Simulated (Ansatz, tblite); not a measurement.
**The cluster Si₆W+: a ladder of methods and basis sets**

How do method and basis change the picture of the cluster Si₆W+ (doublet)?

The runs use Ansatz 0.2.0, Gaussian basis; as each input shows.

Plan: GFN1-xTB, GFN2-xTB, PBE-D4/def2-TZVP, r2SCAN-D4/def2-TZVP, revPBE-D4/def2-TZVP, HF/def2-TZVP, r2SCAN0-D4/def2-TZVP, PBE-D4/def2-SVP, PBE0-D4/def2-SVP, CCSD(T)/def2-SVP, MP2/def2-TZVP.

2 further runs of the same task are left out: 2 set aside as unsound or not needed.

### 1 The relaxed structure

The doublet was relaxed beforehand with PBE-D4/def2-SVP. At that level it is the lowest of the isomers that a small search found.

7 atoms, charge 1, spin multiplicity 2.

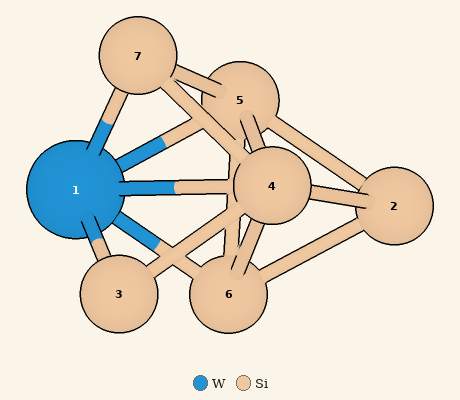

The geometry (tungsten blue, silicon light orange); atoms are numbered from 1 in the order of the file.

W takes a core potential in the def2 sets. No spin-orbit coupling is included. The ion is computed in the gas phase, without counter-ions or solvent.

PBE0-D4/def2-TZVP was run before; its log isn't repeated, and its numbers join the tables.

### 2 GFN1-xTB

Tight binding, by tblite at 300 K electronic temperature and without a spin-polarisation term:

```python
tblite.interface.Calculator('GFN1-xTB', numbers, positions, charge=1, uhf=1).singlepoint()
```

Energy -340.6570 eV; 0.011 s.

### 3 GFN2-xTB

Tight binding, by tblite at 300 K electronic temperature and without a spin-polarisation term:

```python
tblite.interface.Calculator('GFN2-xTB', numbers, positions, charge=1, uhf=1).singlepoint()
```

Energy -334.0174 eV; 0.024 s.

### 4 PBE-D4/def2-TZVP

start.molden holds the orbitals of an earlier run on this state, given as this run's starting guess.

Contents of in.yaml:

```yaml
crystal:
  periodic: [false, false, false]
  atoms:
    - {symbol: W, position_ang: [-0.178753, -0.029439, -1.804643]}
    - {symbol: Si, position_ang: [0.377840, -1.367097, 2.040444]}
    - {symbol: Si, position_ang: [-1.806468, 1.189623, -0.540483]}
    - {symbol: Si, position_ang: [-0.069496, 0.811418, 1.110330]}
    - {symbol: Si, position_ang: [1.432511, -0.854075, -0.110218]}
    - {symbol: Si, position_ang: [-1.021434, -1.350326, 0.042801]}
    - {symbol: Si, position_ang: [1.265810, 1.599896, -0.738231]}
basis:
  gaussian: {orbitals: def2-TZVP, initial_orbitals: start.molden}
total_charge: 1
magnetization: {spin_polarized: true, initial_magnetization: 1}
hamiltonian: {xc: pbe, dispersion: d4}
scf: {omitted_lower_state_checks: [starts]}
output: {forces: true, orbitals: {seedname: orbitals}}
```

On the command line:

```
$ ansatz run in.yaml --threads 4 --pin off --events-out ev --progress --plain --max-ram 4787MiB
```

Standard output:

```text
Functional definition: PBE
  name "PBE"
  cite "Perdew, Burke & Ernzerhof, Phys. Rev. Lett. 77, 3865 (1996) doi:10.1103/PhysRevLett.77.3865"
  parent pbe
  parameter kappa = 0.804
  parameter beta = 0.06672455060314922
  exchange = pbe_x(kappa = kappa, mu = beta*pi^2/3)
  correlation = pbe_c(beta = beta)
these checks for a lower state are left out or cut short: starts
1836 factors; their error is unknown
mean field evaluation 1: about -49062.6178 eV, gradient 1.1e1 eV
mean field evaluation 2: about -49062.8082 eV, gradient 3.5e-1 eV
mean field evaluation 4: about -49062.7809 eV, gradient 4.1e-2 eV
mean field evaluation 8: about -49062.7809 eV, gradient 1.6e-5 eV
mean field -49062.78093497 eV, -1803.0239434128 hartree, gradient 1.6e-5 eV, S^2 0.762654; 0 other end points of the search recorded, 0 dependent functions left out
the calculation of the forces begins
reference -49062.78097319 eV, -1803.0239448172 hartree; 49, 48 occupied and 213, 214 virtual orbitals, 1836 factors
Total energy: -49063.47453293 eV, -1803.0494326679 hartree
Atom 0 at    -0.178753    -0.029439    -1.804643 Å, force     0.029586     0.086454     0.337647 eV/Å
Atom 1 at     0.377840    -1.367097     2.040444 Å, force    -0.014383     0.044059    -0.119319 eV/Å
Atom 2 at    -1.806468     1.189623    -0.540483 Å, force     0.210106    -0.112706    -0.028687 eV/Å
Atom 3 at    -0.069496     0.811418     1.110330 Å, force     0.008450    -0.122783    -0.177614 eV/Å
Atom 4 at     1.432511    -0.854075    -0.110218 Å, force    -0.208715     0.106641     0.003767 eV/Å
Atom 5 at    -1.021434    -1.350326     0.042801 Å, force     0.153789     0.176593    -0.013361 eV/Å
Atom 6 at     1.265810     1.599896    -0.738231 Å, force    -0.178833    -0.178258    -0.002432 eV/Å
Dipole moment:    -0.015706    -0.022648     0.019633 e Å
Checks for a lower state left out: starts
```

Run time: 10 s. Hardware: 4 threads of Arm Neoverse V2, shared host; peak memory 0.59 GiB.

Report: HOMO -9.11 eV, LUMO -8.43 eV (over both spins); ⟨S²⟩ 0.763 (pure: 0.75).

### 5 r2SCAN-D4/def2-TZVP

in.yaml, as its differences from that of step 4:

```diff
@@ -14,4 +14,4 @@
 magnetization: {spin_polarized: true, initial_magnetization: 1}
-hamiltonian: {xc: pbe, dispersion: d4}
+hamiltonian: {xc: r2scan, dispersion: d4}
 scf: {omitted_lower_state_checks: [starts]}
-output: {forces: true, orbitals: {seedname: orbitals}}
+output: {orbitals: {seedname: orbitals}}
```

Same command.

Standard output:

```text
Functional definition: r2SCAN
  name "r2SCAN"
  cite "Furness, Kaplan, Ning, Perdew & Sun, J. Phys. Chem. Lett. 11, 8208 (2020) doi:10.1021/acs.jpclett.0c02405"
  cite "Furness, Kaplan, Ning, Perdew & Sun, J. Phys. Chem. Lett. 11, 9248 (2020) doi:10.1021/acs.jpclett.0c03077"
  parent r2scan
  parameter k0 = 0.174
  parameter k1 = 0.065
  parameter a1 = 4.9479
  exchange = r2scan_x(k0 = k0, k1 = k1, a1 = a1)
  correlation = r2scan_c
these checks for a lower state are left out or cut short: starts
1836 factors; their error is unknown
mean field evaluation 1: about -49081.3306 eV, gradient 7.3e0 eV
mean field evaluation 2: about -49081.4113 eV, gradient 1.5e-1 eV
mean field evaluation 4: about -49081.3736 eV, gradient 4.2e-3 eV
mean field -49081.37363384 eV, -1803.7072124936 hartree, gradient 5.4e-5 eV, S^2 0.783122; 0 other end points of the search recorded, 0 dependent functions left out
reference -49081.37365080 eV, -1803.7072131170 hartree; 49, 48 occupied and 213, 214 virtual orbitals, 1836 factors
Total energy: -49081.50374608 eV, -1803.7119940304 hartree
Checks for a lower state left out: starts
```

It took 26 s on 4 threads of Arm Neoverse V2, shared host; peak memory 0.71 GiB.

From the report: HOMO -9.40 eV, LUMO -8.25 eV (over both spins); ⟨S²⟩ 0.783 (pure: 0.75).

### 6 revPBE-D4/def2-TZVP

in.yaml, as its differences from that of step 5:

```diff
@@ -14,3 +14,3 @@
 magnetization: {spin_polarized: true, initial_magnetization: 1}
-hamiltonian: {xc: r2scan, dispersion: d4}
+hamiltonian: {xc: {name: revPBE}, dispersion: d4}
 scf: {omitted_lower_state_checks: [starts]}
```

Launched as before.

Standard output:

```text
Functional definition: revPBE
  name "revPBE"
  cite "Zhang & Yang, Phys. Rev. Lett. 80, 890 (1998) doi:10.1103/PhysRevLett.80.890"
  cite "Perdew, Burke & Ernzerhof, Phys. Rev. Lett. 77, 3865 (1996) doi:10.1103/PhysRevLett.77.3865"
  parameter kappa = 1.245
  parameter beta = 0.06672455060314922
  exchange = pbe_x(kappa = kappa, mu = beta*pi^2/3)
  correlation = pbe_c(beta = beta)
these checks for a lower state are left out or cut short: starts
1836 factors; their error is unknown
mean field evaluation 1: about -49077.4688 eV, gradient 8.9e0 eV
mean field evaluation 2: about -49077.6066 eV, gradient 2.8e-1 eV
mean field evaluation 4: about -49077.5775 eV, gradient 4.0e-2 eV
mean field evaluation 8: about -49077.5775 eV, gradient 2.6e-5 eV
mean field -49077.57754530 eV, -1803.5677088130 hartree, gradient 2.6e-5 eV, S^2 0.764709; 0 other end points of the search recorded, 0 dependent functions left out
reference -49077.57759312 eV, -1803.5677105701 hartree; 49, 48 occupied and 213, 214 virtual orbitals, 1836 factors
Total energy: -49078.94730279 eV, -1803.6180464723 hartree
Checks for a lower state left out: starts
```

It took 8.5 s on 4 threads of Arm Neoverse V2, shared host; peak memory 0.59 GiB.

Report: HOMO -9.08 eV, LUMO -8.36 eV (over both spins); ⟨S²⟩ 0.765 (pure: 0.75).

### 7 HF/def2-TZVP

in.yaml, as its differences from that of step 6:

```diff
@@ -14,3 +14,3 @@
 magnetization: {spin_polarized: true, initial_magnetization: 1}
-hamiltonian: {xc: {name: revPBE}, dispersion: d4}
+hamiltonian: {xc: hf}
 scf: {omitted_lower_state_checks: [starts]}
```

Launched as before.

Standard output:

```text
Functional definition: HF
  name "HF"
  cite "Fock, Z. Phys. 61, 126 (1930) doi:10.1007/BF01340294"
  parent pbe
  exchange = exact_x
  correlation = 0
these checks for a lower state are left out or cut short: starts
2357 factors; their error is unknown
mean field evaluation 1: about -48968.0805 eV, gradient 3.0e1 eV
mean field evaluation 2: about -48969.4500 eV, gradient 1.9e0 eV
mean field evaluation 4: about -48969.7836 eV, gradient 3.1e-1 eV
mean field evaluation 8: about -48970.7109 eV, gradient 2.1e-4 eV
mean field evaluation 16: about -48970.7109 eV, gradient 4.8e-6 eV
mean field -48970.71085343 eV, -1799.6404303236 hartree, gradient 4.8e-6 eV, S^2 1.733095; 0 other end points of the search recorded, 0 dependent functions left out
reference -48970.71085343 eV, -1799.6404303236 hartree; 49, 48 occupied and 213, 214 virtual orbitals, 2357 factors
Total energy: -48970.71085343 eV, -1799.6404303236 hartree
Checks for a lower state left out: starts
```

Run time: 92 s. Hardware: 4 threads of Arm Neoverse V2, shared host; peak memory 1.3 GiB.

HOMO -11.96 eV, LUMO -4.76 eV (over both spins); ⟨S²⟩ 1.733 (pure: 0.75). Doubts: spin contamination.

### 8 r2SCAN0-D4/def2-TZVP

in.yaml, as its differences from that of step 7:

```diff
@@ -14,3 +14,3 @@
 magnetization: {spin_polarized: true, initial_magnetization: 1}
-hamiltonian: {xc: hf}
+hamiltonian: {xc: {name: r2SCAN0}, dispersion: d4}
 scf: {omitted_lower_state_checks: [starts]}
```

The command is unchanged.

Standard output, shortened:

```text
Functional definition: r2SCAN0
  name "r2SCAN0"
  cite "Bursch, Neugebauer, Ehlert & Grimme, J. Chem. Phys. 156, 134105 (2022) doi:10.1063/5.0086040"
  cite "Furness, Kaplan, Ning, Perdew & Sun, J. Phys. Chem. Lett. 11, 8208 (2020) doi:10.1021/acs.jpclett.0c02405"
  cite "Furness, Kaplan, Ning, Perdew & Sun, J. Phys. Chem. Lett. 11, 9248 (2020) doi:10.1021/acs.jpclett.0c03077"
  parent r2scan
[...]
2008 factors; their error is unknown
[...]
mean field -49078.52897892 eV, -1803.6026733537 hartree, gradient 2.2e-5 eV, S^2 0.814191; 0 other end points of the search recorded, 0 dependent functions left out
reference -49078.52899222 eV, -1803.6026738424 hartree; 49, 48 occupied and 213, 214 virtual orbitals, 2008 factors
Total energy: -49078.70358497 eV, -1803.6090900077 hartree
Checks for a lower state left out: starts
```

It took 1.8 min on 4 threads of Arm Neoverse V2, shared host; peak memory 1.6 GiB.

HOMO -10.25 eV, LUMO -7.61 eV (over both spins); ⟨S²⟩ 0.814 (pure: 0.75).

### 9 PBE-D4/def2-SVP

in.yaml, as its differences from that of step 8:

```diff
@@ -11,6 +11,6 @@
 basis:
-  gaussian: {orbitals: def2-TZVP, initial_orbitals: start.molden}
+  gaussian: {orbitals: def2-SVP, initial_orbitals: start.molden}
 total_charge: 1
 magnetization: {spin_polarized: true, initial_magnetization: 1}
-hamiltonian: {xc: {name: r2SCAN0}, dispersion: d4}
+hamiltonian: {xc: pbe, dispersion: d4}
 scf: {omitted_lower_state_checks: [starts]}
```

Same command.

Standard output:

```text
Functional definition: PBE
  name "PBE"
  cite "Perdew, Burke & Ernzerhof, Phys. Rev. Lett. 77, 3865 (1996) doi:10.1103/PhysRevLett.77.3865"
  parent pbe
  parameter kappa = 0.804
  parameter beta = 0.06672455060314922
  exchange = pbe_x(kappa = kappa, mu = beta*pi^2/3)
  correlation = pbe_c(beta = beta)
these checks for a lower state are left out or cut short: starts
1483 factors; their error is unknown
mean field evaluation 1: about -49045.6084 eV, gradient 1.9e1 eV
mean field evaluation 2: about -49045.9467 eV, gradient 6.7e-1 eV
mean field evaluation 4: about -49045.7787 eV, gradient 1.1e-1 eV
mean field evaluation 8: about -49045.7788 eV, gradient 1.9e-5 eV
mean field -49045.77876493 eV, -1802.3991251881 hartree, gradient 1.9e-5 eV, S^2 0.761637; 0 other end points of the search recorded, 0 dependent functions left out
reference -49045.77880451 eV, -1802.3991266427 hartree; 49, 48 occupied and 91, 92 virtual orbitals, 1483 factors
Total energy: -49046.47236425 eV, -1802.4246144934 hartree
Checks for a lower state left out: starts
```

Run time: 4.3 s. Hardware: 4 threads of Arm Neoverse V2, shared host.

HOMO -9.30 eV, LUMO -8.62 eV (over both spins); ⟨S²⟩ 0.762 (pure: 0.75).

### 10 PBE0-D4/def2-SVP

in.yaml, as its differences from that of step 9:

```diff
@@ -14,3 +14,3 @@
 magnetization: {spin_polarized: true, initial_magnetization: 1}
-hamiltonian: {xc: pbe, dispersion: d4}
+hamiltonian: {xc: pbe0, dispersion: d4}
 scf: {omitted_lower_state_checks: [starts]}
```

Same command.

Standard output:

```text
Functional definition: PBE0
  name "PBE0"
  cite "Adamo & Barone, J. Chem. Phys. 110, 6158 (1999) doi:10.1063/1.478522"
  cite "Perdew, Burke & Ernzerhof, Phys. Rev. Lett. 77, 3865 (1996) doi:10.1103/PhysRevLett.77.3865"
  parent pbe
  parameter a = 0.25
  parameter kappa = 0.804
  parameter beta = 0.06672455060314922
  exchange = (1 - a)*pbe_x(kappa = kappa, mu = beta*pi^2/3) + a*exact_x
  correlation = pbe_c(beta = beta)
these checks for a lower state are left out or cut short: starts
1313 factors; integrals over basis functions are off by at most 6.8e-4 eV
mean field evaluation 1: about -49047.3539 eV, gradient 1.8e1 eV
mean field evaluation 2: about -49047.5768 eV, gradient 4.5e-1 eV
mean field evaluation 4: about -49047.5999 eV, gradient 4.5e-3 eV
mean field -49047.59986709 eV, -1802.4660494582 hartree, gradient 2.1e-5 eV, S^2 0.780445; 0 other end points of the search recorded, 0 dependent functions left out
reference -49047.59989696 eV, -1802.4660505561 hartree; 49, 48 occupied and 91, 92 virtual orbitals, 1313 factors
Total energy: -49048.19571997 eV, -1802.4879466477 hartree
Checks for a lower state left out: starts
```

Run time: 6.5 s. Hardware: 4 threads of Arm Neoverse V2, shared host.

From the report: HOMO -10.23 eV, LUMO -7.84 eV (over both spins); ⟨S²⟩ 0.780 (pure: 0.75).

### 11 CCSD(T)/def2-SVP

in.yaml, as its differences from that of step 10:

```diff
@@ -14,4 +14,4 @@
 magnetization: {spin_polarized: true, initial_magnetization: 1}
-hamiltonian: {xc: pbe0, dispersion: d4}
-scf: {omitted_lower_state_checks: [starts]}
+correlation: {method: ccsd_t}
+scf: {omitted_lower_state_checks: [starts, cluster_reference]}
 output: {orbitals: {seedname: orbitals}}
```

Same command.

Standard output, shortened:

```text
Functional definition: HF
  name "HF"
  cite "Fock, Z. Phys. 61, 126 (1930) doi:10.1007/BF01340294"
  parent pbe
[...]
1313 factors; integrals over basis functions are off by at most 6.8e-4 eV
[...]
mean field -48953.48652426 eV, -1799.0074479016 hartree, gradient 6.2e-6 eV, S^2 1.637322; 0 other end points of the search recorded, 0 dependent functions left out
30 core orbitals not correlated: weight in the atoms' cores, before any rotation towards them, 1.000 or more for the frozen orbitals, at most 0.000 for the correlated occupied ones
reference -48953.48652426 eV, -1799.0074479016 hartree; 19, 18 occupied and 91, 92 virtual orbitals, 1313 factors
second order -25.20745955 eV of doubles, -0.00000000 eV of singles
cycle   1  -21.28665701 eV  change     3.9e0 eV  update   4.0e-1
[...]
cycle  22  -24.28773087 eV  change    1.8e-5 eV  update   1.7e-5
perturbative correction -2.23510241 eV, -0.0821384985 hartree
Total energy: -48980.00935754 eV, -1799.9821440467 hartree
Checks for a lower state left out: starts, cluster_reference
```

It took 61 s on 4 threads of Arm Neoverse V2, shared host; peak memory 1.8 GiB.

Report: Hartree-Fock HOMO -12.22 eV, LUMO -4.97 eV (over both spins); ⟨S²⟩ 1.637 (pure: 0.75); T1 0.067. Doubts: large T1 diagnostic, spin contamination.

### 12 MP2/def2-TZVP

in.yaml, as its differences from that of step 11:

```diff
@@ -11,7 +11,7 @@
 basis:
-  gaussian: {orbitals: def2-SVP, initial_orbitals: start.molden}
+  gaussian: {orbitals: def2-TZVP, initial_orbitals: start.molden}
 total_charge: 1
 magnetization: {spin_polarized: true, initial_magnetization: 1}
-correlation: {method: ccsd_t}
-scf: {omitted_lower_state_checks: [starts, cluster_reference]}
+correlation: {method: mp2}
+scf: {omitted_lower_state_checks: [starts]}
 output: {orbitals: {seedname: orbitals}}
```

Launched as before.

Standard output, shortened:

```text
Functional definition: HF
  name "HF"
  cite "Fock, Z. Phys. 61, 126 (1930) doi:10.1007/BF01340294"
  parent pbe
[...]
1705 factors; integrals over basis functions are off by at most 7.3e-4 eV
[...]
mean field -48970.71169053 eV, -1799.6404610864 hartree, gradient 3.1e-6 eV, S^2 1.733095; 0 other end points of the search recorded, 0 dependent functions left out
30 core orbitals not correlated: weight in the atoms' cores, before any rotation towards them, 1.000 or more for the frozen orbitals, at most 0.000 for the correlated occupied ones
reference -48970.71169053 eV, -1799.6404610864 hartree; 19, 18 occupied and 213, 214 virtual orbitals, 1705 factors
second order -29.80241880 eV of doubles, -0.00000000 eV of singles
Total energy: -49000.51410934 eV, -1800.7356797767 hartree
Checks for a lower state left out: starts
```

Wall time 17 s (4 threads of Arm Neoverse V2, shared host); peak memory 1.2 GiB.

Hartree-Fock HOMO -11.96 eV, LUMO -4.76 eV (over both spins); ⟨S²⟩ 1.733 (pure: 0.75). Doubts: spin contamination.

### 13 Levels side by side

```
               level  functions  HOMO (eV)  LUMO (eV)  gap (eV)   ⟨S²⟩     time
        HF/def2-TZVP        262     -11.96      -4.76      7.21  1.733     92 s
     PBE-D4/def2-SVP        140      -9.30      -8.62      0.68  0.762    4.3 s
    PBE-D4/def2-TZVP        262      -9.11      -8.43      0.68  0.763     10 s
 revPBE-D4/def2-TZVP        262      -9.08      -8.36      0.72  0.765    8.5 s
 r2SCAN-D4/def2-TZVP        262      -9.40      -8.25      1.14  0.783     26 s
    PBE0-D4/def2-SVP        140     -10.23      -7.84      2.40  0.780    6.5 s
   PBE0-D4/def2-TZVP        262     -10.00      -7.62      2.39  0.783     26 s
r2SCAN0-D4/def2-TZVP        262     -10.25      -7.61      2.64  0.814  1.8 min
```

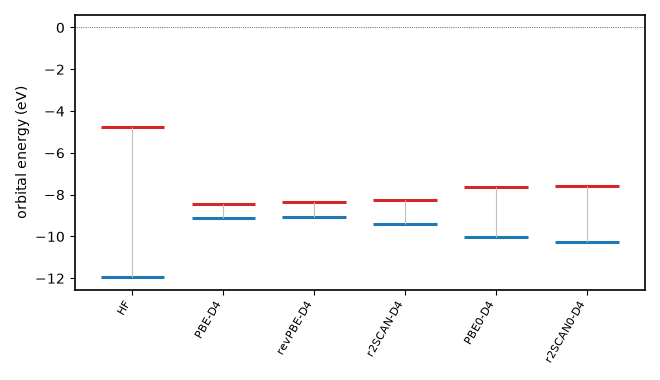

Highest filled (blue) and lowest empty (red) level in def2-TZVP, over both spins.

Energy pieces by basis (eV):

```
    basis           HF  MP2 correlation  CCSD correlation      (T)              total
 def2-SVP  -48953.4865         -25.2075          -24.2877  -2.2351        -48980.0094
def2-TZVP  -48970.7117         -29.8024                             -49000.5141 (MP2)
```

The correlation energy is far from converged in these sets, so it jumps between bases; where outer-core shells are correlated, the sets cover them unevenly.

### 14 Results

```
                                                                   quantity                           value
 gap in def2-TZVP, named functionals and Hartree-Fock, smallest and largest  0.68 eV (PBE-D4), 7.21 eV (HF)
                                       correlation energy, CCSD(T)/def2-SVP                       -26.52 eV
                                          correlation energy, MP2/def2-TZVP                       -29.80 eV
⟨S²⟩ in def2-TZVP, named functionals and Hartree-Fock, smallest and largest                    0.763, 1.733
                            PBE0 total energy, smallest basis above largest  16.99 eV (def2-SVP, def2-TZVP)
```

What this shows: Over the named functionals and Hartree-Fock in def2-TZVP the gap runs from 0.68 eV (PBE-D4) to 7.21 eV (HF); exact exchange widens it. Over the named functionals and Hartree-Fock in def2-TZVP spin contamination reaches 0.98 (HF), so some levels may describe another state. Notes on CCSD(T)/def2-SVP: large T1 diagnostic, spin contamination.

The slowest run with a step of its own, r2SCAN0-D4/def2-TZVP, took 1.8 min; the quickest functional in def2-TZVP took 8.5 s (shared host).
